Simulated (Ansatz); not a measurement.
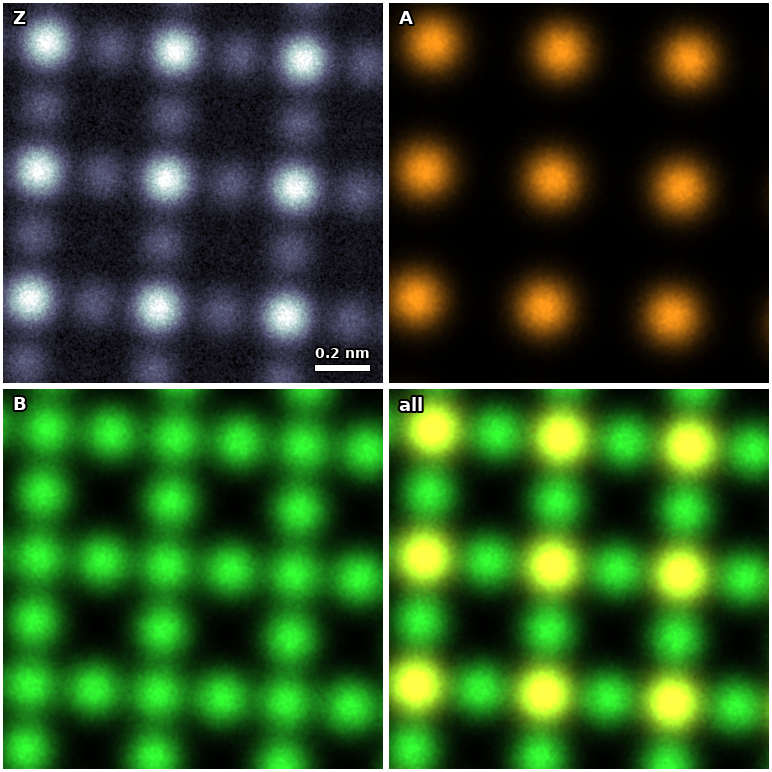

Be2SnCl6 (Fm-3m, No. 225) along [001]. Panel Z: Simulation: incoherent imaging, intensity Z^1.8 per atom, probe width 1.30 Å, thin sample. The probe carries 15 % of its weight in a tail 2.5 times as wide. The display is stretched by a gamma of 0.65; percentages refer to the linear signal. Shot noise was added. The other panels are simulated element maps (the number of atoms of one element along the beam, blurred by 1.7 Å, with counting noise; each on its own scale, no channelling); the last overlays them. Structure used: the geometry relaxed with DFT PBE, scalar-relativistic, plane waves, PAW (Ansatz 0.2.0); the starting structure was generated, so it need not be a known form of this composition.

```
Be Sn Cl
1.0
     9.64327    0.00000    0.00000
     0.00000    9.64327    0.00000
     0.00000    0.00000    9.64327
Be Sn Cl
8 4 24
Direct
  0.25000 0.75000 0.75000
  0.25000 0.25000 0.75000
  0.25000 0.25000 0.25000
  0.25000 0.75000 0.25000
  0.75000 0.75000 0.25000
  0.75000 0.25000 0.25000
  0.75000 0.25000 0.75000
  0.75000 0.75000 0.75000
  0.00000 0.00000 0.00000
  0.00000 0.50000 0.50000
  0.50000 0.00000 0.50000
  0.50000 0.50000 0.00000
  0.50000 0.24711 0.00000
  0.50000 0.00000 0.75289
  0.00000 0.00000 0.74711
  0.50000 0.75289 0.00000
  0.74711 0.00000 0.00000
  0.25289 0.00000 0.00000
  0.50000 0.74711 0.50000
  0.50000 0.50000 0.25289
  0.00000 0.50000 0.24711
  0.50000 0.25289 0.50000
  0.74711 0.50000 0.50000
  0.25289 0.50000 0.50000
  0.00000 0.24711 0.50000
  0.00000 0.00000 0.25289
  0.50000 0.00000 0.24711
  0.00000 0.75289 0.50000
  0.24711 0.00000 0.50000
  0.75289 0.00000 0.50000
  0.00000 0.74711 0.00000
  0.00000 0.50000 0.75289
  0.50000 0.50000 0.74711
  0.00000 0.25289 0.00000
  0.24711 0.50000 0.00000
  0.75289 0.50000 0.00000
```

### Which element does each lettered map show?

A: Sn, B: Cl. The projected cell (4.82 × 4.82 Å, 90°) holds 4 columns: 2 of Cl, 1 of Be and 1 of Sn + 2 Cl. Columns shared by several elements: Sn + 2 Cl.
